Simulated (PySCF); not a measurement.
# C3H8NO2Si2 (doublet): what the fields show

```xyz
16

N     2.5979    0.5464   -0.6890
C     2.0532   -0.6604   -0.4207
O     2.7267   -1.6077   -0.0617
Si    0.1606   -0.7891   -0.6336
C    -0.8727   -0.6626    0.9669
C    -2.1383    0.1367    0.6175
Si   -1.6442    1.4083   -0.7239
O    -0.3281    0.6069   -1.3423
H     2.0327    1.2774   -1.0827
H     3.5993    0.6663   -0.6510
H    -0.2132   -1.9036   -1.4985
H    -0.3050   -0.1244    1.7304
H    -1.1361   -1.6268    1.3989
H    -2.8943   -0.5481    0.2283
H    -2.5691    0.6063    1.5026
H    -1.0770    2.6833   -0.2753
```

Geometry: GFN2-xTB.

Computed with UKS B3LYP, pcH-1 on C H N O Si, non-relativistic, mean-field spin-orbit, GIAO in PySCF 2.14.0, density-fitted response routines.

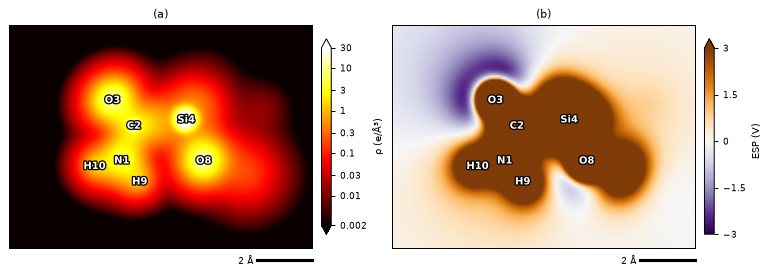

Figure 1. (a) total electron density; (b) molecular electrostatic potential on the plane of atoms C2, Si4 and O8.

Describe what can be read from this map.

The plane passes through N, C, O, Si and H nuclei.
C–O (1.22 Å): ρ is about 3.1 e/Å³ halfway.
C–N (1.35 Å): ρ at the midpoint is about 2.4 e/Å³.
Si–O (1.64 Å): ρ at the midpoint is about 1.2 e/Å³.
C–Si (1.91 Å): the density is about 0.95 e/Å³ at the midpoint.
N–H (1.00 Å): ρ is about 2.8 e/Å³ halfway.
Outside the dense part of the molecule the potential is most negative (−2.4 V) near O3.

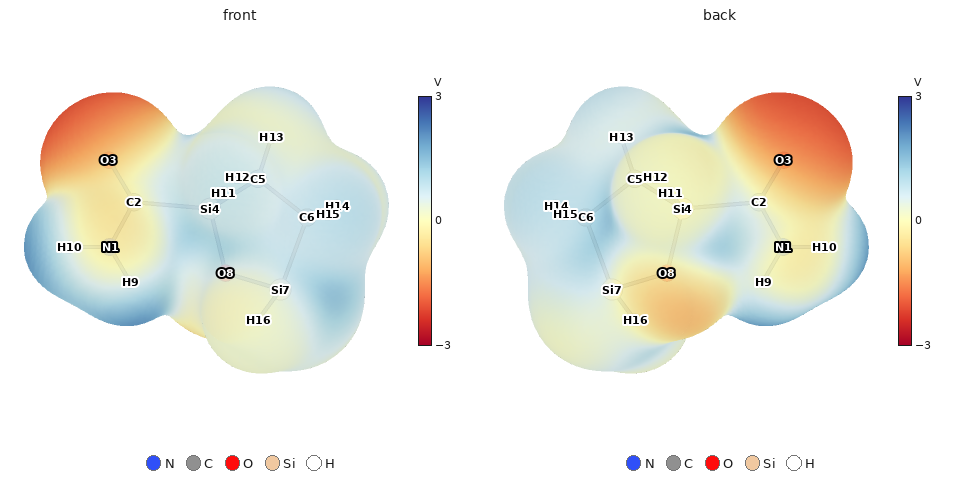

Figure 2. The molecular electrostatic potential painted on the density surface at 0.002 e/bohr³, seen from the front and from behind; red is negative and blue positive.

Which sites attract a positive test charge, and which a negative one?

A positive charge is drawn to the negative regions and a negative charge to the positive ones. The most negative region (about −2.0 V) lies over O3, the most positive (about +1.9 V) over H9 and H10. O3 is the likeliest acceptor of a hydrogen bond.
